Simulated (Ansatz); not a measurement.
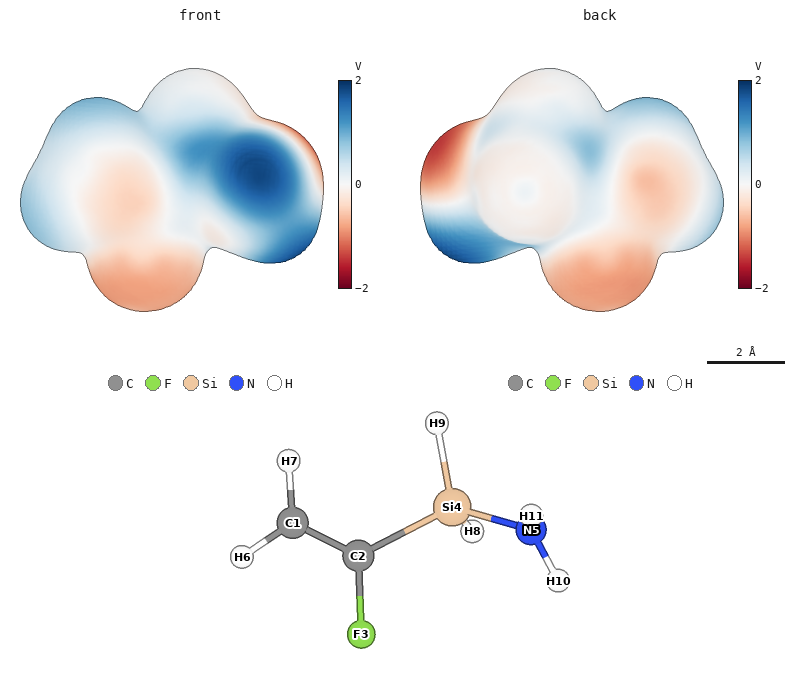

*C$_{2}$H$_{6}$FNSi (SMILES C=C(F)[SiH2]N). The molecular electrostatic potential painted on the density surface at 0.002 e/bohr³, seen from the front and from behind; the colour scale runs from red (negative) to blue (positive). The bare structure is drawn below in the same view.*

All numbers below come from RKS B3LYP/6-31G* in Ansatz 0.2.0.

```xyz
11

C     1.2162    1.3770    0.8151
C     0.7638    0.1711    0.4715
F    -0.5916   -0.0165    0.3783
Si    1.7629   -1.3848    0.0789
N     1.5040   -2.7489    1.1121
H     0.5413    2.2052    1.0152
H     2.2826    1.5557    0.9005
H     1.3879   -1.8229   -1.2891
H     3.1883   -0.9734    0.1614
H     0.6695   -3.3083    0.9803
H     1.7416   -2.6912    2.0955
```

> Describe the electrostatic potential map.

The most negative region (about −1.3 V) lies over N5, the most positive (about +1.8 V) over H10 and H11. N5 is the likeliest acceptor of a hydrogen bond.
